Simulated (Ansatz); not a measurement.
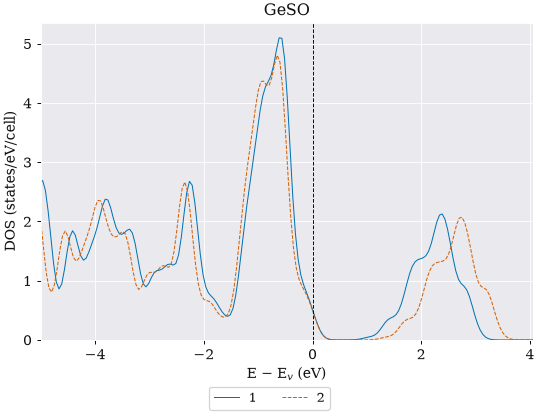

Total densities of states of GeSO (slab), 3 atoms in the cell, 1T monolayer (Janus) type, hydrostatic strain +5.0%, by two methods on the same cell. The curves are built from the levels of the k mesh with Gaussians 0.3 eV wide, which also blur the band edges. Each is counted from its own valence-band top.

Which curve is which? The methods: r2SCAN, PBE.

1 is PBE; 2 is r2SCAN. PBE gives a gap of 1.05 eV and r2SCAN gives a gap of 1.37 eV.

Settings. PBE: DFT, PBE, plane waves, PAW, no spin polarisation, 12×12×1 k mesh, 420 eV cutoff (Ansatz 0.2.0). r2SCAN: DFT, r2SCAN, plane waves, PAW, no spin polarisation, 12×12×1 k mesh, 500 eV cutoff (Ansatz).

The atoms aren't at rest in this cell (largest force 0.4 eV/Å), so the relaxed material can differ.
